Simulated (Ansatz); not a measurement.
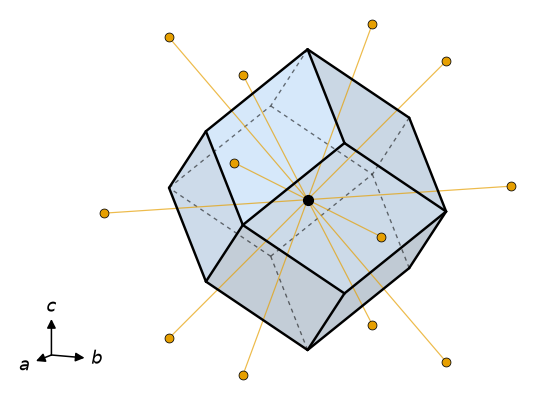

The Wigner–Seitz cell of the crystal's lattice, with lines to the lattice points that define its faces. Crystal: GaSb, a calculation's input that goes back to an entry of the Crystallography Open Database (an earlier step may have relaxed or displaced it). All values are computed from the atomic coordinates in the standard setting (tolerance 0.002 Å).

a = 6.118 Å, b = 6.118 Å, c = 6.118 Å, α = 90.00°, β = 90.00°, γ = 90.00°; space group F-43m (No. 216).

### Which of Fedorov's five parallelohedra is it?

A rhombic dodecahedron: 12 faces (12 with 4 edges), 24 edges, 14 vertices. Its volume is that of the primitive cell, 57.2 Å³.

### Which lattice vectors do the faces bisect?

| example | length (Å) | faces | edges of each | area (Å²) |
| --- | --- | --- | --- | --- |
| 1/2 a + 1/2 b | 4.33 | 12 | 4 | 6.6 |
